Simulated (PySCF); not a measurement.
C3H6Cl2Si2 (SMILES [SiH3]C#C[SiH2]C(Cl)Cl)

Input file:

```
{"job": {"kind": "uv", "xc": "B3LYP", "basis": "def2-SVPD", "nstates": 8, "ntriplets": 3}, "charge": 0, "multiplicity": 1}
Si     3.170880     0.784856    -0.097291
C      1.470613     0.060221    -0.242573
C      0.354123    -0.402793    -0.327334
Si    -1.342367    -1.116354    -0.447858
C     -2.481411     0.180984     0.420648
Cl    -4.178972    -0.332061     0.287388
Cl    -2.037223     0.334832     2.135551
H      3.030490     2.240533    -0.029327
H      3.783799     0.249338     1.119175
H      3.919681     0.385286    -1.290776
H     -1.794540    -1.200136    -1.837284
H     -1.471195    -2.367497     0.293259
H     -2.428266     1.183278    -0.001307
```

Run with:

```sh
OMP_NUM_THREADS=1 python probes_run.py task.json out
```

Geometry: GFN2-xTB.

Computed with B3LYP/def2-SVPD, SCF density, gas phase (PySCF).

Q: What can the converged electron density and electron localisation function tell about the bonding?

A: C–C (1.21 Å): ρ is about 2.8 e/Å³ halfway; the ELF peaks at about 0.90 between the atoms; a multiple bond.
C–Cl (1.78 Å): ρ is about 1.3 e/Å³ halfway; the ELF peaks at about 0.90 between the atoms, as expected for a covalent bond.
C–Si (1.84 Å): the density is about 0.95 e/Å³ at the midpoint; the ELF peaks at about 0.95 between the atoms; a covalent bond.
C–Si (1.93 Å): ρ is about 0.91 e/Å³ halfway; the ELF peaks at about 1 between the atoms, as expected for a covalent bond.

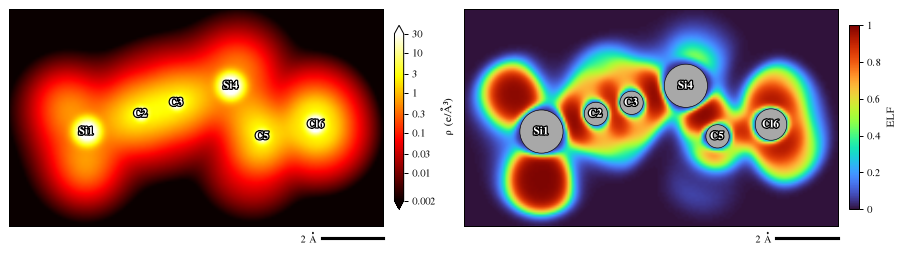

Computed electron density and electron localisation function on the plane of atoms C3, Si4 and C5, in this order. Grey discs cover the atomic cores in the ELF map. 
